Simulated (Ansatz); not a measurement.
# Run report: CH$_{7}$AlN, molecular dynamics (part 1 of 4)

System: CH$_{7}$AlN, multiplicity 2.
Method: UKS B3LYP/6-31G* (Ansatz 0.2.0).

It belongs to a series of runs on one base structure; here: dynamics from the highest image of the converged band.

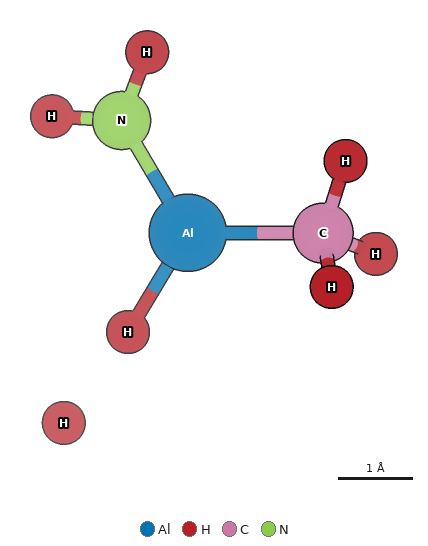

The structure as given in the input (ball-and-stick view, seen at a tilt). Sticks mark near contacts. Bond lengths as drawn: Al–C 1.96 Å, Al–H 1.63 Å, Al–N 1.78 Å, C–H 1.10 Å and H–N 1.01 Å.

## Summary

| quantity | value |
| --- | --- |
| outcome | finished |
| mean temperature over the second half | 644 K |
| trajectory | 200 steps, 100 fs |
| ensemble | nve |
| temperature in the input | 100.0 K |
| time step | 0.5 fs |
| potential energy (last step) | −9236.9635 eV |
| mean-field energy (last step) | −9236.9635 eV |
| ⟨S²⟩ (last step) | 0.752 |
| largest force (length of the vector) (last step) | 4.026 eV/Å |
| hardware | 1 thread of Intel Xeon @ 2.90GHz (Ice Lake), 192 GiB of memory available, shared host |
| wall time | 11 min |
| peak memory | 0.18 GiB |

So short a trajectory is not equilibrated.

## Input
```yaml
crystal:
  periodic: [false, false, false]
  atoms:
    - { symbol: Al, position_ang: [0.020625, -0.022179, -0.04706] }
    - { symbol: H, position_ang: [-0.05477, -0.178519, 1.572836] }
    - { symbol: C, position_ang: [1.702321, 0.070182, -1.059234] }
    - { symbol: H, position_ang: [2.221023, -0.897606, -1.046963] }
    - { symbol: H, position_ang: [1.546201, 0.345877, -2.108894] }
    - { symbol: H, position_ang: [2.392596, 0.801544, -0.620653] }
    - { symbol: "N", position_ang: [-1.557951, 0.052647, -0.872785] }
    - { symbol: H, position_ang: [-2.451837, -0.000801, -0.398771] }
    - { symbol: H, position_ang: [-1.697274, 0.152159, -1.871442] }
    - { symbol: H, position_ang: [-0.240335, -0.323404, 3.127166] }
magnetization:
  spin_polarized: true
  initial_magnetization: 1
basis:
  gaussian: { orbitals: "6-31G*" }
hamiltonian:
  xc: b3lyp
md:
  timestep: 0.5
  n_steps: 200
  ensemble: nve
  temperature: 100.0
  initial_velocities: maxwell_boltzmann
  seed: 3099
```

Run as:
```bash
ansatz run input.yaml --threads 1 --pin off --max-ram 2048MiB --backend cpu --events-out ev --progress --plain --runs-dir out
```

## The program's output
```
Engine: ansatz 0.2.0, x86_64-unknown-linux-gnu
Functional definition: B3LYP
  parameter a0 = 0.2
  parameter ax = 0.72
  parameter ac = 0.81
  exchange = (1 - a0 - ax)*slater_x + ax*b88_x + a0*exact_x
  correlation = (1 - ac)*vwn_rpa_c + ac*lyp_c
733 factors; integrals over basis functions are off by at most 5.9e-4 eV
mean field evaluation 1: about -9225.1967 eV, gradient 5.2e1 eV
mean field evaluation 2: about -9189.1850 eV, gradient 8.3e1 eV
mean field evaluation 4: about -9236.2463 eV, gradient 6.6e0 eV
mean field evaluation 8: about -9236.5427 eV, gradient 3.2e-1 eV
mean field evaluation 16: about -9236.5435 eV, gradient 1.2e-4 eV
mean field -9236.54345497 eV, -339.4367112162 hartree, gradient 3.4e-5 eV, S^2 0.752869; 0 other end points of the search recorded, 0 dependent functions left out
the calculation of the forces begins
reference -9236.54370438 eV, -339.4367203816 hartree; 17, 16 occupied and 46, 47 virtual orbitals, 733 factors
md step     0: t =     0.00 fs  T =   100.0 K  F+E_penalty+E_count = -9236.54345497 eV  E_kin = 0.103408 eV  conserved = -9236.44004697 eV  (28 SCF iters)
these checks for a lower state are left out or cut short: starts, cluster_reference, orbital_swaps, neighbouring_geometries, increment
733 factors; integrals over basis functions are off by at most 5.8e-4 eV
mean field -9236.54015438 eV, -339.4365899217 hartree, gradient 2.0e-5 eV, S^2 0.752841; 0 other end points of the search recorded, 0 dependent functions left out
the calculation of the forces begins
reference -9236.54040357 eV, -339.4365990794 hartree; 17, 16 occupied and 46, 47 virtual orbitals, 733 factors
md step     1: t =     0.50 fs  T =    96.9 K  F+E_penalty+E_count = -9236.54015438 eV  E_kin = 0.100152 eV  conserved = -9236.44000239 eV  (26 SCF iters)
[... from here on the SCF iterations and repeated set-up lines of each step are left out, up to the last step ...]
md step     2: t =     1.00 fs  T =    88.3 K  F+E_penalty+E_count = -9236.53114151 eV  E_kin = 0.091298 eV  conserved = -9236.43984353 eV  (25 SCF iters)
md step     3: t =     1.50 fs  T =    76.7 K  F+E_penalty+E_count = -9236.51895710 eV  E_kin = 0.079336 eV  conserved = -9236.43962082 eV  (25 SCF iters)
md step     4: t =     2.00 fs  T =    65.4 K  F+E_penalty+E_count = -9236.50709798 eV  E_kin = 0.067678 eV  conserved = -9236.43941974 eV  (24 SCF iters)
md step     5: t =     2.50 fs  T =    57.4 K  F+E_penalty+E_count = -9236.49869569 eV  E_kin = 0.059373 eV  conserved = -9236.43932294 eV  (25 SCF iters)
md step     6: t =     3.00 fs  T =    54.1 K  F+E_penalty+E_count = -9236.49525835 eV  E_kin = 0.055892 eV  conserved = -9236.43936592 eV  (24 SCF iters)
md step     7: t =     3.50 fs  T =    54.7 K  F+E_penalty+E_count = -9236.49613300 eV  E_kin = 0.056616 eV  conserved = -9236.43951732 eV  (25 SCF iters)
md step     8: t =     4.00 fs  T =    57.3 K  F+E_penalty+E_count = -9236.49897931 eV  E_kin = 0.059281 eV  conserved = -9236.43969805 eV  (25 SCF iters)
md step     9: t =     4.50 fs  T =    59.1 K  F+E_penalty+E_count = -9236.50096467 eV  E_kin = 0.061138 eV  conserved = -9236.43982690 eV  (25 SCF iters)
md step    10: t =     5.00 fs  T =    58.2 K  F+E_penalty+E_count = -9236.50001636 eV  E_kin = 0.060158 eV  conserved = -9236.43985791 eV  (24 SCF iters)
md step    11: t =     5.50 fs  T =    53.9 K  F+E_penalty+E_count = -9236.49555485 eV  E_kin = 0.055763 eV  conserved = -9236.43979228 eV  (26 SCF iters)
md step    12: t =     6.00 fs  T =    47.2 K  F+E_penalty+E_count = -9236.48850998 eV  E_kin = 0.048844 eV  conserved = -9236.43966595 eV  (26 SCF iters)
md step    13: t =     6.50 fs  T =    39.9 K  F+E_penalty+E_count = -9236.48078811 eV  E_kin = 0.041260 eV  conserved = -9236.43952780 eV  (24 SCF iters)
md step    14: t =     7.00 fs  T =    33.9 K  F+E_penalty+E_count = -9236.47451878 eV  E_kin = 0.035098 eV  conserved = -9236.43942046 eV  (24 SCF iters)
md step    15: t =     7.50 fs  T =    31.0 K  F+E_penalty+E_count = -9236.47137875 eV  E_kin = 0.032009 eV  conserved = -9236.43937000 eV  (24 SCF iters)
md step    16: t =     8.00 fs  T =    31.7 K  F+E_penalty+E_count = -9236.47216753 eV  E_kin = 0.032784 eV  conserved = -9236.43938347 eV  (24 SCF iters)
md step    17: t =     8.50 fs  T =    36.0 K  F+E_penalty+E_count = -9236.47668165 eV  E_kin = 0.037229 eV  conserved = -9236.43945224 eV  (24 SCF iters)
md step    18: t =     9.00 fs  T =    42.8 K  F+E_penalty+E_count = -9236.48384362 eV  E_kin = 0.044286 eV  conserved = -9236.43955755 eV  (25 SCF iters)
md step    19: t =     9.50 fs  T =    50.6 K  F+E_penalty+E_count = -9236.49199798 eV  E_kin = 0.052322 eV  conserved = -9236.43967646 eV  (25 SCF iters)
md step    20: t =    10.00 fs  T =    57.5 K  F+E_penalty+E_count = -9236.49928102 eV  E_kin = 0.059495 eV  conserved = -9236.43978597 eV  (25 SCF iters)
md step    21: t =    10.50 fs  T =    62.0 K  F+E_penalty+E_count = -9236.50399676 eV  E_kin = 0.064133 eV  conserved = -9236.43986424 eV  (25 SCF iters)
md step    22: t =    11.00 fs  T =    62.9 K  F+E_penalty+E_count = -9236.50496888 eV  E_kin = 0.065077 eV  conserved = -9236.43989183 eV  (27 SCF iters)
md step    23: t =    11.50 fs  T =    59.9 K  F+E_penalty+E_count = -9236.50184710 eV  E_kin = 0.061993 eV  conserved = -9236.43985415 eV  (25 SCF iters)
md step    24: t =    12.00 fs  T =    53.7 K  F+E_penalty+E_count = -9236.49531146 eV  E_kin = 0.055560 eV  conserved = -9236.43975145 eV  (25 SCF iters)
md step    25: t =    12.50 fs  T =    45.9 K  F+E_penalty+E_count = -9236.48703861 eV  E_kin = 0.047430 eV  conserved = -9236.43960830 eV  (25 SCF iters)
md step    26: t =    13.00 fs  T =    38.5 K  F+E_penalty+E_count = -9236.47929567 eV  E_kin = 0.039822 eV  conserved = -9236.43947345 eV  (25 SCF iters)
md step    27: t =    13.50 fs  T =    33.6 K  F+E_penalty+E_count = -9236.47418506 eV  E_kin = 0.034785 eV  conserved = -9236.43940052 eV  (25 SCF iters)
md step    28: t =    14.00 fs  T =    32.3 K  F+E_penalty+E_count = -9236.47283637 eV  E_kin = 0.033419 eV  conserved = -9236.43941766 eV  (25 SCF iters)
md step    29: t =    14.50 fs  T =    34.3 K  F+E_penalty+E_count = -9236.47498520 eV  E_kin = 0.035475 eV  conserved = -9236.43950993 eV  (25 SCF iters)
md step    30: t =    15.00 fs  T =    38.3 K  F+E_penalty+E_count = -9236.47919525 eV  E_kin = 0.039566 eV  conserved = -9236.43962944 eV  (25 SCF iters)
md step    31: t =    15.50 fs  T =    42.4 K  F+E_penalty+E_count = -9236.48357932 eV  E_kin = 0.043855 eV  conserved = -9236.43972413 eV  (25 SCF iters)
md step    32: t =    16.00 fs  T =    45.3 K  F+E_penalty+E_count = -9236.48659674 eV  E_kin = 0.046834 eV  conserved = -9236.43976313 eV  (25 SCF iters)
md step    33: t =    16.50 fs  T =    46.2 K  F+E_penalty+E_count = -9236.48754814 eV  E_kin = 0.047805 eV  conserved = -9236.43974333 eV  (26 SCF iters)
md step    34: t =    17.00 fs  T =    45.4 K  F+E_penalty+E_count = -9236.48665213 eV  E_kin = 0.046971 eV  conserved = -9236.43968126 eV  (26 SCF iters)
md step    35: t =    17.50 fs  T =    43.7 K  F+E_penalty+E_count = -9236.48481770 eV  E_kin = 0.045218 eV  conserved = -9236.43959924 eV  (25 SCF iters)
md step    36: t =    18.00 fs  T =    42.3 K  F+E_penalty+E_count = -9236.48330403 eV  E_kin = 0.043787 eV  conserved = -9236.43951731 eV  (25 SCF iters)
md step    37: t =    18.50 fs  T =    42.5 K  F+E_penalty+E_count = -9236.48339575 eV  E_kin = 0.043944 eV  conserved = -9236.43945212 eV  (24 SCF iters)
md step    38: t =    19.00 fs  T =    45.2 K  F+E_penalty+E_count = -9236.48612582 eV  E_kin = 0.046708 eV  conserved = -9236.43941823 eV  (24 SCF iters)
md step    39: t =    19.50 fs  T =    50.9 K  F+E_penalty+E_count = -9236.49202838 eV  E_kin = 0.052599 eV  conserved = -9236.43942972 eV  (25 SCF iters)
md step    40: t =    20.00 fs  T =    59.4 K  F+E_penalty+E_count = -9236.50091205 eV  E_kin = 0.061416 eV  conserved = -9236.43949632 eV  (25 SCF iters)
md step    41: t =    20.50 fs  T =    69.7 K  F+E_penalty+E_count = -9236.51171439 eV  E_kin = 0.072099 eV  conserved = -9236.43961580 eV  (25 SCF iters)
md step    42: t =    21.00 fs  T =    80.1 K  F+E_penalty+E_count = -9236.52255699 eV  E_kin = 0.082791 eV  conserved = -9236.43976561 eV  (25 SCF iters)
md step    43: t =    21.50 fs  T =    88.2 K  F+E_penalty+E_count = -9236.53111572 eV  E_kin = 0.091213 eV  conserved = -9236.43990259 eV  (26 SCF iters)
md step    44: t =    22.00 fs  T =    92.2 K  F+E_penalty+E_count = -9236.53530284 eV  E_kin = 0.095329 eV  conserved = -9236.43997421 eV  (27 SCF iters)
md step    45: t =    22.50 fs  T =    91.0 K  F+E_penalty+E_count = -9236.53407354 eV  E_kin = 0.094132 eV  conserved = -9236.43994129 eV  (26 SCF iters)
md step    46: t =    23.00 fs  T =    85.3 K  F+E_penalty+E_count = -9236.52800992 eV  E_kin = 0.088208 eV  conserved = -9236.43980181 eV  (26 SCF iters)
md step    47: t =    23.50 fs  T =    77.1 K  F+E_penalty+E_count = -9236.51932682 eV  E_kin = 0.079726 eV  conserved = -9236.43960128 eV  (26 SCF iters)
md step    48: t =    24.00 fs  T =    69.4 K  F+E_penalty+E_count = -9236.51115587 eV  E_kin = 0.071738 eV  conserved = -9236.43941829 eV  (26 SCF iters)
md step    49: t =    24.50 fs  T =    64.8 K  F+E_penalty+E_count = -9236.50633984 eV  E_kin = 0.067013 eV  conserved = -9236.43932704 eV  (26 SCF iters)
md step    50: t =    25.00 fs  T =    64.7 K  F+E_penalty+E_count = -9236.50630178 eV  E_kin = 0.066943 eV  conserved = -9236.43935829 eV  (25 SCF iters)
md step    51: t =    25.50 fs  T =    68.7 K  F+E_penalty+E_count = -9236.51057085 eV  E_kin = 0.071086 eV  conserved = -9236.43948496 eV  (26 SCF iters)
md step    52: t =    26.00 fs  T =    75.0 K  F+E_penalty+E_count = -9236.51718455 eV  E_kin = 0.077544 eV  conserved = -9236.43964042 eV  (26 SCF iters)
md step    53: t =    26.50 fs  T =    81.2 K  F+E_penalty+E_count = -9236.52369793 eV  E_kin = 0.083943 eV  conserved = -9236.43975512 eV  (25 SCF iters)
md step    54: t =    27.00 fs  T =    85.6 K  F+E_penalty+E_count = -9236.52826342 eV  E_kin = 0.088479 eV  conserved = -9236.43978490 eV  (27 SCF iters)
md step    55: t =    27.50 fs  T =    87.6 K  F+E_penalty+E_count = -9236.53033871 eV  E_kin = 0.090618 eV  conserved = -9236.43972076 eV  (26 SCF iters)
md step    56: t =    28.00 fs  T =    88.3 K  F+E_penalty+E_count = -9236.53085387 eV  E_kin = 0.091271 eV  conserved = -9236.43958321 eV  (26 SCF iters)
md step    57: t =    28.50 fs  T =    89.5 K  F+E_penalty+E_count = -9236.53190870 eV  E_kin = 0.092499 eV  conserved = -9236.43940997 eV  (27 SCF iters)
md step    58: t =    29.00 fs  T =    93.7 K  F+E_penalty+E_count = -9236.53618429 eV  E_kin = 0.096941 eV  conserved = -9236.43924323 eV  (27 SCF iters)
md step    59: t =    29.50 fs  T =   103.6 K  F+E_penalty+E_count = -9236.54627583 eV  E_kin = 0.107158 eV  conserved = -9236.43911760 eV  (27 SCF iters)
md step    60: t =    30.00 fs  T =   121.0 K  F+E_penalty+E_count = -9236.56414261 eV  E_kin = 0.125092 eV  conserved = -9236.43905105 eV  (26 SCF iters)
md step    61: t =    30.50 fs  T =   146.8 K  F+E_penalty+E_count = -9236.59082480 eV  E_kin = 0.151782 eV  conserved = -9236.43904248 eV  (28 SCF iters)
md step    62: t =    31.00 fs  T =   181.2 K  F+E_penalty+E_count = -9236.62647408 eV  E_kin = 0.187394 eV  conserved = -9236.43907977 eV  (27 SCF iters)
md step    63: t =    31.50 fs  T =   223.8 K  F+E_penalty+E_count = -9236.67058165 eV  E_kin = 0.231420 eV  conserved = -9236.43916120 eV  (27 SCF iters)
md step    64: t =    32.00 fs  T =   273.4 K  F+E_penalty+E_count = -9236.72208063 eV  E_kin = 0.282743 eV  conserved = -9236.43933782 eV  (28 SCF iters)
md step    65: t =    32.50 fs  T =   327.8 K  F+E_penalty+E_count = -9236.77872890 eV  E_kin = 0.338954 eV  conserved = -9236.43977520 eV  (28 SCF iters)
md step    66: t =    33.00 fs  T =   381.1 K  F+E_penalty+E_count = -9236.83492410 eV  E_kin = 0.394116 eV  conserved = -9236.44080835 eV  (48 SCF iters)
md step    67: t =    33.50 fs  T =   420.2 K  F+E_penalty+E_count = -9236.87738194 eV  E_kin = 0.434541 eV  conserved = -9236.44284094 eV  (27 SCF iters)
md step    68: t =    34.00 fs  T =   420.8 K  F+E_penalty+E_count = -9236.88081202 eV  E_kin = 0.435144 eV  conserved = -9236.44566757 eV  (27 SCF iters)
md step    69: t =    34.50 fs  T =   355.1 K  F+E_penalty+E_count = -9236.81416323 eV  E_kin = 0.367192 eV  conserved = -9236.44697076 eV  (28 SCF iters)
md step    70: t =    35.00 fs  T =   226.6 K  F+E_penalty+E_count = -9236.67679004 eV  E_kin = 0.234339 eV  conserved = -9236.44245055 eV  (27 SCF iters)
md step    71: t =    35.50 fs  T =   113.8 K  F+E_penalty+E_count = -9236.55157729 eV  E_kin = 0.117715 eV  conserved = -9236.43386205 eV  (28 SCF iters)
md step    72: t =    36.00 fs  T =   125.6 K  F+E_penalty+E_count = -9236.56347150 eV  E_kin = 0.129862 eV  conserved = -9236.43360910 eV  (25 SCF iters)
md step    73: t =    36.50 fs  T =   264.0 K  F+E_penalty+E_count = -9236.71547078 eV  E_kin = 0.273025 eV  conserved = -9236.44244540 eV  (29 SCF iters)
md step    74: t =    37.00 fs  T =   417.7 K  F+E_penalty+E_count = -9236.87968809 eV  E_kin = 0.431935 eV  conserved = -9236.44775293 eV  (28 SCF iters)
md step    75: t =    37.50 fs  T =   499.3 K  F+E_penalty+E_count = -9236.96306376 eV  E_kin = 0.516276 eV  conserved = -9236.44678800 eV  (28 SCF iters)
md step    76: t =    38.00 fs  T =   501.2 K  F+E_penalty+E_count = -9236.96205545 eV  E_kin = 0.518267 eV  conserved = -9236.44378807 eV  (28 SCF iters)
md step    77: t =    38.50 fs  T =   454.4 K  F+E_penalty+E_count = -9236.91125757 eV  E_kin = 0.469879 eV  conserved = -9236.44137873 eV  (28 SCF iters)
md step    78: t =    39.00 fs  T =   389.4 K  F+E_penalty+E_count = -9236.84268847 eV  E_kin = 0.402693 eV  conserved = -9236.43999583 eV  (28 SCF iters)
md step    79: t =    39.50 fs  T =   325.4 K  F+E_penalty+E_count = -9236.77582958 eV  E_kin = 0.336500 eV  conserved = -9236.43933000 eV  (28 SCF iters)
md step    80: t =    40.00 fs  T =   272.1 K  F+E_penalty+E_count = -9236.72039596 eV  E_kin = 0.281349 eV  conserved = -9236.43904686 eV  (29 SCF iters)
md step    81: t =    40.50 fs  T =   233.8 K  F+E_penalty+E_count = -9236.68065435 eV  E_kin = 0.241724 eV  conserved = -9236.43893033 eV  (27 SCF iters)
md step    82: t =    41.00 fs  T =   212.3 K  F+E_penalty+E_count = -9236.65843735 eV  E_kin = 0.219578 eV  conserved = -9236.43885918 eV  (27 SCF iters)
md step    83: t =    41.50 fs  T =   209.0 K  F+E_penalty+E_count = -9236.65490549 eV  E_kin = 0.216138 eV  conserved = -9236.43876722 eV  (26 SCF iters)
md step    84: t =    42.00 fs  T =   225.2 K  F+E_penalty+E_count = -9236.67153937 eV  E_kin = 0.232916 eV  conserved = -9236.43862337 eV  (27 SCF iters)
md step    85: t =    42.50 fs  T =   263.2 K  F+E_penalty+E_count = -9236.71062274 eV  E_kin = 0.272184 eV  conserved = -9236.43843866 eV  (27 SCF iters)
md step    86: t =    43.00 fs  T =   325.7 K  F+E_penalty+E_count = -9236.77509940 eV  E_kin = 0.336787 eV  conserved = -9236.43831288 eV  (29 SCF iters)
md step    87: t =    43.50 fs  T =   414.4 K  F+E_penalty+E_count = -9236.86711000 eV  E_kin = 0.428570 eV  conserved = -9236.43853993 eV  (28 SCF iters)
md step    88: t =    44.00 fs  T =   526.0 K  F+E_penalty+E_count = -9236.98370952 eV  E_kin = 0.543950 eV  conserved = -9236.43975949 eV  (28 SCF iters)
md step    89: t =    44.50 fs  T =   643.0 K  F+E_penalty+E_count = -9237.10784498 eV  E_kin = 0.664864 eV  conserved = -9236.44298147 eV  (27 SCF iters)
md step    90: t =    45.00 fs  T =   721.9 K  F+E_penalty+E_count = -9237.19535515 eV  E_kin = 0.746547 eV  conserved = -9236.44880823 eV  (27 SCF iters)
md step    91: t =    45.50 fs  T =   694.3 K  F+E_penalty+E_count = -9237.17234168 eV  E_kin = 0.718007 eV  conserved = -9236.45433437 eV  (26 SCF iters)
md step    92: t =    46.00 fs  T =   522.0 K  F+E_penalty+E_count = -9236.98908054 eV  E_kin = 0.539786 eV  conserved = -9236.44929414 eV  (27 SCF iters)
md step    93: t =    46.50 fs  T =   319.1 K  F+E_penalty+E_count = -9236.76049751 eV  E_kin = 0.329933 eV  conserved = -9236.43056490 eV  (28 SCF iters)
md step    94: t =    47.00 fs  T =   317.2 K  F+E_penalty+E_count = -9236.75685822 eV  E_kin = 0.328034 eV  conserved = -9236.42882467 eV  (25 SCF iters)
md step    95: t =    47.50 fs  T =   534.2 K  F+E_penalty+E_count = -9237.00040957 eV  E_kin = 0.552423 eV  conserved = -9236.44798638 eV  (27 SCF iters)
md step    96: t =    48.00 fs  T =   739.4 K  F+E_penalty+E_count = -9237.22000238 eV  E_kin = 0.764562 eV  conserved = -9236.45543992 eV  (28 SCF iters)
md step    97: t =    48.50 fs  T =   791.1 K  F+E_penalty+E_count = -9237.26870690 eV  E_kin = 0.818025 eV  conserved = -9236.45068201 eV  (28 SCF iters)
md step    98: t =    49.00 fs  T =   715.5 K  F+E_penalty+E_count = -9237.18432386 eV  E_kin = 0.739838 eV  conserved = -9236.44448573 eV  (28 SCF iters)
md step    99: t =    49.50 fs  T =   586.7 K  F+E_penalty+E_count = -9237.04728631 eV  E_kin = 0.606740 eV  conserved = -9236.44054600 eV  (28 SCF iters)
md step   100: t =    50.00 fs  T =   460.4 K  F+E_penalty+E_count = -9236.91465521 eV  E_kin = 0.476090 eV  conserved = -9236.43856511 eV  (29 SCF iters)
md step   101: t =    50.50 fs  T =   366.9 K  F+E_penalty+E_count = -9236.81701819 eV  E_kin = 0.379386 eV  conserved = -9236.43763192 eV  (29 SCF iters)
md step   102: t =    51.00 fs  T =   321.4 K  F+E_penalty+E_count = -9236.76948923 eV  E_kin = 0.332330 eV  conserved = -9236.43715936 eV  (26 SCF iters)
```
